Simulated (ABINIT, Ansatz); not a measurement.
# MoS3 (Pm-3m): zone-centre phonons, part 3 of 4

Aim: the zone-centre modes of MoS3 (Pm-3m).

ABINIT 10.8.3; DFT PBEsol, scalar-relativistic, plane waves, PseudoDojo norm-conserving pseudopotentials.

So far. Step 2 (Relaxation): The volume changes by +0.9 % from the cell with which this run began. Step 4 (Linear response at Γ): The acoustic modes at Γ come out as far as 1.4 cm⁻¹ from zero, where they should vanish, a small numerical error. The relaxed cell has a = 4.644 Å (conventional setting).

The structure was built from a prototype and need not be the compound's stable phase.

### Step 5. Zone-centre analysis

anaddb reads the merged derivatives and imposes the acoustic sum rule.

Contents of anaddb.abi:

```
ddb_filepath "gamma_DDB"
output_file "anaddb.abo"
outdata_prefix "anaddb"
asr 1
chneut 1
enunit 2
eivec 1
nph1l 1
qph1l 0.0 0.0 0.0 1.0
```

Contents of mrgddb.in:

```
gamma_DDB
merged
2
dfpt_gammao_DDB
gso_DDB
```

Started as:

```sh
$ mrgddb < mrgddb.in > mrgddb.log
$ OMP_NUM_THREADS=1 anaddb anaddb.abi > anaddb.log
```

anaddb.abo, the main output file:

```text
-outvars_anaddb: echo values of input variables ----------------------

 Miscellaneous information :
      enunit         2
       eivec         1
         asr         1
 First list of wavevector (reduced coord.) :
       nph1l         1
       qph1l
                     0.00000000E+00  0.00000000E+00  0.00000000E+00    1.000E+00

================================================================================

 read the DDB information and perform some checks

  ==== Info on the Cryst% object ====
 Real(R)+Recip(G) space primitive vectors, cartesian coordinates (Bohr,Bohr^-1):
 R(1)=  8.7757365  0.0000000  0.0000000  G(1)=  0.1139506  0.0000000  0.0000000
 R(2)=  0.0000000  8.7757365  0.0000000  G(2)=  0.0000000  0.1139506  0.0000000
 R(3)=  0.0000000  0.0000000  8.7757365  G(3)=  0.0000000  0.0000000  0.1139506
 Unit cell volume ucvol=  6.7585062E+02 bohr^3
 Angles (23,13,12)=  9.00000000E+01  9.00000000E+01  9.00000000E+01 degrees
 Time-reversal symmetry is present
 Reduced atomic positions [iatom, xred, symbol]:
    1)    0.0000000  0.0000000  0.0000000  Mo
    2)    0.0000000  0.0000000  0.5000000   S
    3)    0.0000000  0.5000000  0.0000000   S
    4)    0.5000000  0.0000000  0.0000000   S

 DDB file with 3 blocks has been read.

================================================================================

 Treat the first list of vectors

  Phonon wavevector (reduced coordinates) :  0.00000  0.00000  0.00000
 Phonon energies in Hartree :
  -4.902589E-08 -4.898858E-08 -4.887647E-08  1.841521E-04  1.841521E-04
   1.841521E-04  4.501488E-04  4.501488E-04  4.501488E-04  1.652386E-03
   1.652386E-03  1.652386E-03
 Phonon energies in meV     :
- -1.334062E-03 -1.333047E-03 -1.329997E-03  5.011034E+00  5.011034E+00
-  5.011034E+00  1.224917E+01  1.224917E+01  1.224917E+01  4.496372E+01
-  4.496372E+01  4.496372E+01
 Phonon frequencies in cm-1    :
- -1.075994E-02 -1.075175E-02 -1.072715E-02  4.041672E+01  4.041672E+01
-  4.041672E+01  9.879624E+01  9.879624E+01  9.879624E+01  3.626568E+02
-  3.626568E+02  3.626568E+02
 Phonon frequencies in Thz     :
- -3.225749E-04 -3.223294E-04 -3.215917E-04  1.211663E+00  1.211663E+00
-  1.211663E+00  2.961837E+00  2.961837E+00  2.961837E+00  1.087218E+01
-  1.087218E+01  1.087218E+01
 Phonon energies in Kelvin  :
- -1.548115E-02 -1.546937E-02 -1.543397E-02  5.815064E+01  5.815064E+01
-  5.815064E+01  1.421457E+02  1.421457E+02  1.421457E+02  5.217823E+02
-  5.217823E+02  5.217823E+02

 Eigendisplacements
 (will be given, for each mode : in cartesian coordinates
   for each atom the real part of the displacement vector,
   then the imaginary part of the displacement vector - absolute values smaller than 1.0d-7 are set to zero)
  Mode number    1   Energy   -4.902589E-08
 Attention : low frequency mode.
   (Could be unstable or acoustic mode)
-  1  0.00000000E+00  0.00000000E+00  1.69013260E-03
-     0.00000000E+00  0.00000000E+00  0.00000000E+00
-  2  0.00000000E+00  0.00000000E+00  1.68959813E-03
-     0.00000000E+00  0.00000000E+00  0.00000000E+00
-  3  0.00000000E+00  0.00000000E+00  1.68914688E-03
-     0.00000000E+00  0.00000000E+00  0.00000000E+00
-  4  0.00000000E+00  0.00000000E+00  1.68914688E-03
-     0.00000000E+00  0.00000000E+00  0.00000000E+00
  Mode number    2   Energy   -4.898858E-08
 Attention : low frequency mode.
   (Could be unstable or acoustic mode)
-  1  0.00000000E+00 -1.69013259E-03  0.00000000E+00
-     0.00000000E+00  0.00000000E+00  0.00000000E+00
-  2  0.00000000E+00 -1.68914688E-03  0.00000000E+00
-     0.00000000E+00  0.00000000E+00  0.00000000E+00
-  3  0.00000000E+00 -1.68959813E-03  0.00000000E+00
-     0.00000000E+00  0.00000000E+00  0.00000000E+00
-  4  0.00000000E+00 -1.68914688E-03  0.00000000E+00
-     0.00000000E+00  0.00000000E+00  0.00000000E+00
  Mode number    3   Energy   -4.887647E-08
 Attention : low frequency mode.
   (Could be unstable or acoustic mode)
-  1  1.69013260E-03  0.00000000E+00  0.00000000E+00
-     0.00000000E+00  0.00000000E+00  0.00000000E+00
-  2  1.68914688E-03  0.00000000E+00  0.00000000E+00
-     0.00000000E+00  0.00000000E+00  0.00000000E+00
-  3  1.68914688E-03  0.00000000E+00  0.00000000E+00
-     0.00000000E+00  0.00000000E+00  0.00000000E+00
-  4  1.68959813E-03  0.00000000E+00  0.00000000E+00
-     0.00000000E+00  0.00000000E+00  0.00000000E+00
  Mode number    4   Energy    1.841521E-04
-  1  0.00000000E+00  0.00000000E+00 -1.60214538E-03
-     0.00000000E+00  0.00000000E+00  0.00000000E+00
-  2  0.00000000E+00  0.00000000E+00  5.15523801E-04
-     0.00000000E+00  0.00000000E+00  0.00000000E+00
-  3  0.00000000E+00  0.00000000E+00  2.14034061E-03
-     0.00000000E+00  0.00000000E+00  0.00000000E+00
-  4  0.00000000E+00  0.00000000E+00  2.14034061E-03
-     0.00000000E+00  0.00000000E+00  0.00000000E+00
  Mode number    5   Energy    1.841521E-04
-  1  0.00000000E+00 -1.60214538E-03  0.00000000E+00
-     0.00000000E+00  0.00000000E+00  0.00000000E+00
-  2  0.00000000E+00  2.14034061E-03  0.00000000E+00
-     0.00000000E+00  0.00000000E+00  0.00000000E+00
-  3  0.00000000E+00  5.15523801E-04  0.00000000E+00
-     0.00000000E+00  0.00000000E+00  0.00000000E+00
-  4  0.00000000E+00  2.14034061E-03  0.00000000E+00
-     0.00000000E+00  0.00000000E+00  0.00000000E+00
  Mode number    6   Energy    1.841521E-04
-  1  1.60214538E-03  0.00000000E+00  0.00000000E+00
-     0.00000000E+00  0.00000000E+00  0.00000000E+00
-  2 -2.14034061E-03  0.00000000E+00  0.00000000E+00
-     0.00000000E+00  0.00000000E+00  0.00000000E+00
-  3 -2.14034061E-03  0.00000000E+00  0.00000000E+00
-     0.00000000E+00  0.00000000E+00  0.00000000E+00
-  4 -5.15523801E-04  0.00000000E+00  0.00000000E+00
-     0.00000000E+00  0.00000000E+00  0.00000000E+00
  Mode number    7   Energy    4.501488E-04
-  1  0.00000000E+00  0.00000000E+00  0.00000000E+00
-     0.00000000E+00  0.00000000E+00  0.00000000E+00
-  2  0.00000000E+00  0.00000000E+00  0.00000000E+00
-     0.00000000E+00  0.00000000E+00  0.00000000E+00
-  3  0.00000000E+00  0.00000000E+00  2.92470830E-03
-     0.00000000E+00  0.00000000E+00  0.00000000E+00
-  4  0.00000000E+00  0.00000000E+00 -2.92470830E-03
-     0.00000000E+00  0.00000000E+00  0.00000000E+00
  Mode number    8   Energy    4.501488E-04
-  1  0.00000000E+00  0.00000000E+00  0.00000000E+00
-     0.00000000E+00  0.00000000E+00  0.00000000E+00
-  2  0.00000000E+00  2.92470830E-03  0.00000000E+00
-     0.00000000E+00  0.00000000E+00  0.00000000E+00
-  3  0.00000000E+00  0.00000000E+00  0.00000000E+00
-     0.00000000E+00  0.00000000E+00  0.00000000E+00
-  4  0.00000000E+00 -2.92470830E-03  0.00000000E+00
-     0.00000000E+00  0.00000000E+00  0.00000000E+00
  Mode number    9   Energy    4.501488E-04
-  1  0.00000000E+00  0.00000000E+00  0.00000000E+00
-     0.00000000E+00  0.00000000E+00  0.00000000E+00
-  2  2.92470830E-03  0.00000000E+00  0.00000000E+00
-     0.00000000E+00  0.00000000E+00  0.00000000E+00
-  3 -2.92470830E-03  0.00000000E+00  0.00000000E+00
-     0.00000000E+00  0.00000000E+00  0.00000000E+00
-  4  0.00000000E+00  0.00000000E+00  0.00000000E+00
-     0.00000000E+00  0.00000000E+00  0.00000000E+00
  Mode number   10   Energy    1.652386E-03
-  1  0.00000000E+00  0.00000000E+00  5.42705973E-04
-     0.00000000E+00  0.00000000E+00  0.00000000E+00
-  2  0.00000000E+00  0.00000000E+00 -3.73996399E-03
-     0.00000000E+00  0.00000000E+00  0.00000000E+00
-  3  0.00000000E+00  0.00000000E+00  1.05813210E-03
-     0.00000000E+00  0.00000000E+00  0.00000000E+00
-  4  0.00000000E+00  0.00000000E+00  1.05813210E-03
-     0.00000000E+00  0.00000000E+00  0.00000000E+00
  Mode number   11   Energy    1.652386E-03
-  1  0.00000000E+00  5.42705973E-04  0.00000000E+00
-     0.00000000E+00  0.00000000E+00  0.00000000E+00
-  2  0.00000000E+00  1.05813210E-03  0.00000000E+00
-     0.00000000E+00  0.00000000E+00  0.00000000E+00
-  3  0.00000000E+00 -3.73996399E-03  0.00000000E+00
-     0.00000000E+00  0.00000000E+00  0.00000000E+00
-  4  0.00000000E+00  1.05813210E-03  0.00000000E+00
-     0.00000000E+00  0.00000000E+00  0.00000000E+00
  Mode number   12   Energy    1.652386E-03
-  1  5.42705973E-04  0.00000000E+00  0.00000000E+00
-     0.00000000E+00  0.00000000E+00  0.00000000E+00
-  2  1.05813210E-03  0.00000000E+00  0.00000000E+00
-     0.00000000E+00  0.00000000E+00  0.00000000E+00
-  3  1.05813210E-03  0.00000000E+00  0.00000000E+00
-     0.00000000E+00  0.00000000E+00  0.00000000E+00
-  4 -3.73996399E-03  0.00000000E+00  0.00000000E+00
-     0.00000000E+00  0.00000000E+00  0.00000000E+00

 Analysis of degeneracies and characters (maximum tolerance=1.00E-06 a.u.)
 For each vibration mode, or group of modes if degenerate,
 the characters are given for each symmetry operation (see the list in the log file).
 Symmetry characters of vibration mode #   1
       degenerate with vibration modes #   2 to    3
  3.0 -3.0 -1.0  1.0 -1.0  1.0 -1.0  1.0  1.0 -1.0 -1.0  1.0  1.0 -1.0 -1.0  1.0
 -0.0  0.0 -0.0  0.0  0.0 -0.0  0.0 -0.0  1.0 -1.0 -1.0  1.0 -1.0  1.0  1.0 -1.0
 -0.0  0.0  0.0 -0.0  0.0 -0.0 -0.0  0.0  1.0 -1.0  1.0 -1.0 -1.0  1.0 -1.0  1.0
 Symmetry characters of vibration mode #   4
       degenerate with vibration modes #   5 to    6
  3.0 -3.0 -1.0  1.0 -1.0  1.0 -1.0  1.0  1.0 -1.0 -1.0  1.0  1.0 -1.0 -1.0  1.0
  0.0 -0.0  0.0 -0.0 -0.0  0.0 -0.0  0.0  1.0 -1.0 -1.0  1.0 -1.0  1.0  1.0 -1.0
  0.0 -0.0 -0.0  0.0 -0.0  0.0  0.0 -0.0  1.0 -1.0  1.0 -1.0 -1.0  1.0 -1.0  1.0
 Symmetry characters of vibration mode #   7
       degenerate with vibration modes #   8 to    9
  3.0 -3.0 -1.0  1.0 -1.0  1.0 -1.0  1.0 -1.0  1.0  1.0 -1.0 -1.0  1.0  1.0 -1.0
 -0.0  0.0 -0.0  0.0  0.0 -0.0  0.0 -0.0 -1.0  1.0  1.0 -1.0  1.0 -1.0 -1.0  1.0
 -0.0  0.0  0.0 -0.0  0.0 -0.0 -0.0  0.0 -1.0  1.0 -1.0  1.0  1.0 -1.0  1.0 -1.0
 Symmetry characters of vibration mode #  10
       degenerate with vibration modes #  11 to   12
  3.0 -3.0 -1.0  1.0 -1.0  1.0 -1.0  1.0  1.0 -1.0 -1.0  1.0  1.0 -1.0 -1.0  1.0
  0.0 -0.0 -0.0  0.0 -0.0  0.0 -0.0  0.0  1.0 -1.0 -1.0  1.0 -1.0  1.0  1.0 -1.0
  0.0 -0.0 -0.0  0.0 -0.0  0.0 -0.0  0.0  1.0 -1.0  1.0 -1.0 -1.0  1.0 -1.0  1.0
-
```

Wall time 0.51 s (1 thread of Arm Neoverse V2, shared host).

Read from the output:

| Item | Value |
| --- | --- |
| lowest optical zone-centre mode | 40.42 cm⁻¹ |

No LO-TO term; unit eigenvectors of the mass-weighted matrix, from anaddb's displacements. Modes at Γ, with each element's share of the kinetic energy:

```tsv
mode	frequency (cm⁻¹)	symmetry	Mo %	S %
1	0.0	acoustic	50	50
2	0.0	acoustic	50	50
3	0.0	acoustic	50	50
4	40.4	T1u	45	55
5	40.4	T1u	45	55
6	40.4	T1u	45	55
7	98.8	T2u	0	100
8	98.8	T2u	0	100
9	98.8	T2u	0	100
10	362.7	T1u	5	95
11	362.7	T1u	5	95
12	362.7	T1u	5	95
```

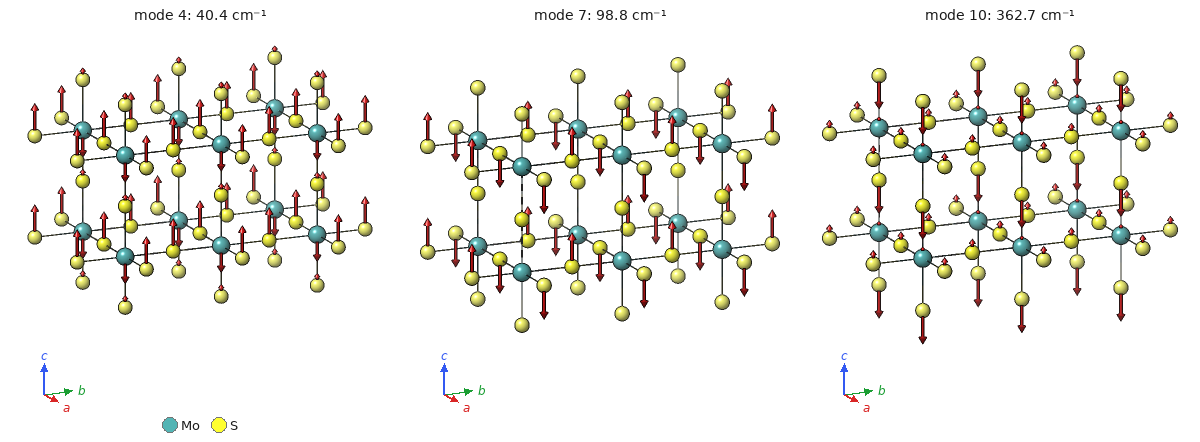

Displacement patterns of modes 4, 7 and 10 at Γ; arrows are exaggerated. 1×2×1 cells are drawn. Some periodic images of atoms are drawn too.

The rule also moves an optical mode by 0.5 cm⁻¹.

(Continued in part 4 of 4.)

[Host names and launcher messages were left out of these logs when they were recorded.]

[Logs are printed without paths, hosts, clocks, repeated set-up lines and the standing remarks that a program may print on its own settings, such as how far it seeks lower states.]

[Hosts, paths, dates, database ids (printed as entryN), source tags and the programs' standing remarks are cut or masked in the printed files.]
